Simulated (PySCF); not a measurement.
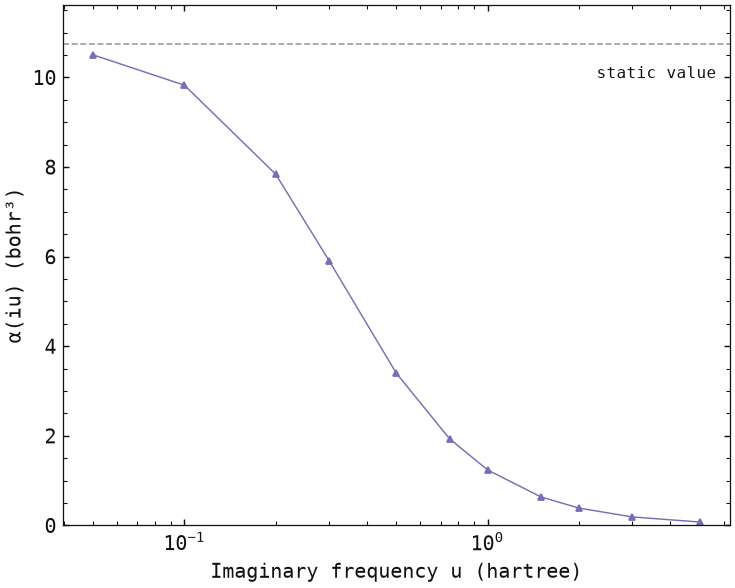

Dipole polarisability at imaginary frequency of B⁺ ([He] 2s²). Coupled response at the PBE0 level; PySCF, x2c-TZVPPall plus 1 diffuse shell for each l, spin-free X2C-1e, unrestricted single determinants, no spin-orbit coupling.

Question: Describe the response.

Answer: The static dipole polarisability is 10.8 bohr³; α(iu) falls to half of it near u = 0.33 hartree. The Casimir–Polder integral gives C₆ = 29.2 hartree bohr⁶ for two such species.
